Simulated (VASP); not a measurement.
Given:

```xyz
2
Lattice="1.6002 -2.7716 0.0000 1.6002 2.7716 0.0000 0.0000 0.0000 5.0967" Properties=species:S:1:pos:R:3 pbc="T T T"
Mg     1.6002     0.9239     1.2742
Mg     1.6002    -0.9239     3.8225
```

Method: rev-vdW-DF2, VASP's PBE PAW potentials (set 64) (plane waves; VASP 6.6.1). Run with 520 eV cut-off, 15×15×8 Γ-centred mesh, tetrahedra with Blöchl corrections, potentials Mg.

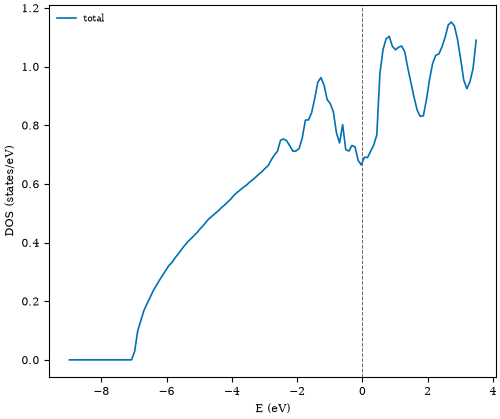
Figure: Total and projected density of states, zero at the Fermi level

Within 2 eV below the Fermi level the largest weight inside VASP's projection spheres is Mg p, then Mg s.

It has no gap at this level: it comes out as a metal or semimetal.

The compound is Mg in the hcp structure. It was relaxed first.
